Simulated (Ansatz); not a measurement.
# C3H9NOSi: the cost of one run

Method: RKS PBE-D4/cc-pVDZ, in Ansatz 0.2.0.

## 1. Starting point

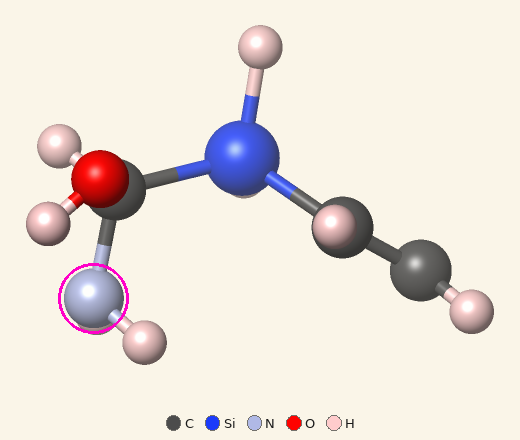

The starting structure, seen from a chosen angle (carbon dark grey, silicon blue, nitrogen light blue, oxygen red, hydrogen pink). Ringed: N5.

Structure file:

```xyz
15

C     0.1283   -2.5596   -0.8906
C    -0.0394   -1.5959    0.0616
Si    1.0109   -0.1095    0.2810
C     0.0574    1.4761    0.5726
N    -0.8821    1.7510   -0.5741
O    -0.8721    1.4628    1.7022
H     0.8800   -2.4674   -1.6609
H    -0.5686   -3.3385   -0.9534
H    -0.8150   -1.6613    0.8516
H     1.8566    0.0805   -0.9170
H     1.9654   -0.3419    1.4508
H     0.6993    2.3075    0.7267
H    -1.5519    0.9862   -0.7225
H    -0.3506    1.8524   -1.3885
H    -1.5400    2.1069    1.4899
```

## 2. End point A

The input, input.yaml:

```yaml
crystal:
  periodic: [false, false, false]
  atoms:
    - { symbol: C, position_ang: [0.1283, -2.5596, -0.8906] }
    - { symbol: C, position_ang: [-0.0394, -1.5959, 0.0616] }
    - { symbol: Si, position_ang: [1.0109, -0.1095, 0.281] }
    - { symbol: C, position_ang: [0.0574, 1.4761, 0.5726] }
    - { symbol: "N", position_ang: [-0.8821, 1.751, -0.5741] }
    - { symbol: O, position_ang: [-0.8721, 1.4628, 1.7022] }
    - { symbol: H, position_ang: [0.88, -2.4674, -1.6609] }
    - { symbol: H, position_ang: [-0.5686, -3.3385, -0.9534] }
    - { symbol: H, position_ang: [-0.815, -1.6613, 0.8516] }
    - { symbol: H, position_ang: [1.8566, 0.0805, -0.917] }
    - { symbol: H, position_ang: [1.9654, -0.3419, 1.4508] }
    - { symbol: H, position_ang: [0.6993, 2.3075, 0.7267] }
    - { symbol: H, position_ang: [-1.5519, 0.9862, -0.7225] }
    - { symbol: H, position_ang: [-0.3506, 1.8524, -1.3885] }
    - { symbol: H, position_ang: [-1.54, 2.1069, 1.4899] }
basis:
  gaussian: { orbitals: cc-pVDZ }
hamiltonian:
  xc: pbe
  dispersion: d4
relax:
  f_tol: 0.015
  max_steps: 40
```

The run is started by

```console
> ansatz run input.yaml --threads 2 --pin off --max-ram 3072MiB --backend cpu --events-out ev --progress --plain --runs-dir out
```

Q: Estimate wall time and peak memory on 2 threads of Arm Neoverse V1, shared host.

About 66 s, with a peak of 0.19 GiB.
